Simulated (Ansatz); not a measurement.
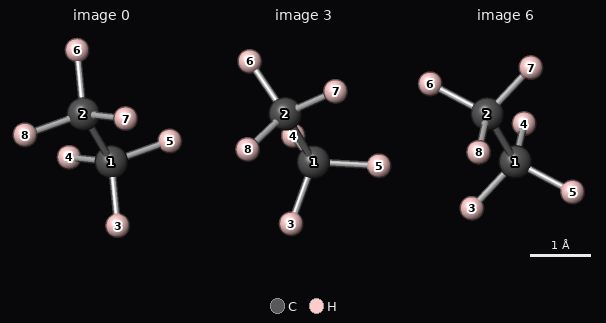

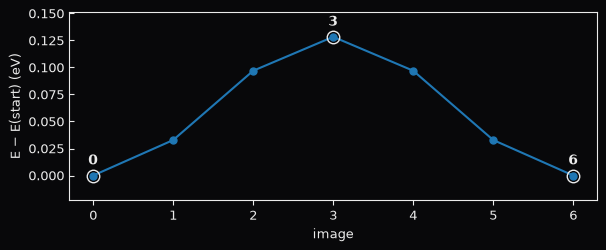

A nudged-elastic-band calculation for C₂H₆. Images are numbered from 0 (start) to 6 (end). A ball-and-stick model, seen from a free direction.

Level of theory: RKS PBE0/def2-SVP in Ansatz.

Input
```yaml
crystal:
  periodic: [false, false, false]
  atoms:
    - { symbol: C, position_ang: [-0.326878, 0.132237, -0.672745] }
    - { symbol: C, position_ang: [0.326875, -0.132235, 0.672749] }
    - { symbol: H, position_ang: [0.071307, -0.53325, -1.454759] }
    - { symbol: H, position_ang: [-1.41605, -0.026026, -0.632378] }
    - { symbol: H, position_ang: [-0.159314, 1.167736, -1.008355] }
    - { symbol: H, position_ang: [-0.071238, 0.533321, 1.45474] }
    - { symbol: H, position_ang: [1.416059, 0.025933, 0.632352] }
    - { symbol: H, position_ang: [0.159228, -1.167705, 1.008406] }
basis:
  gaussian: { orbitals: def2-SVP }
hamiltonian:
  xc: pbe0
neb:
  order_check: false
  images: 5
  f_tol: 0.05
  max_iterations: 60
  initial_path: idpp
  final_atoms:
    - { symbol: C, position_ang: [-0.32687455, 0.13223505, -0.67273842] }
    - { symbol: C, position_ang: [0.32687205, -0.13223301, 0.67274162] }
    - { symbol: H, position_ang: [-0.84339083, -0.76212598, -1.05525983] }
    - { symbol: H, position_ang: [-1.07399648, 0.93890905, -0.60885603] }
    - { symbol: H, position_ang: [0.41338872, 0.43165253, -1.43125827] }
    - { symbol: H, position_ang: [-0.41340115, -0.43157733, 1.43128027] }
    - { symbol: H, position_ang: [0.84345054, 0.76210744, 1.05522698] }
    - { symbol: H, position_ang: [1.07394069, -0.93895674, 0.60887368] }
```

Launched with:
```bash
ansatz run input.yaml --threads 1 --pin off --max-ram 2048MiB --backend cpu --events-out ev --progress --plain --runs-dir out
```

### Read off the barrier and say what moves.

The motion is a rotation about the C1–C2 bond by about 120°. No bond forms or breaks between the ends. The two ends have the same energy, and the highest point, image 3, lies 0.128 eV above the start. The band is converged. At the top, the vibrational analysis gives one imaginary mode (311i cm⁻¹), as a transition state must have.

The run took 24 s on 1 thread of Intel(R) Xeon(R) Platinum 8488C (Sapphire Rapids), on a shared host, peak memory 0.12 GiB.
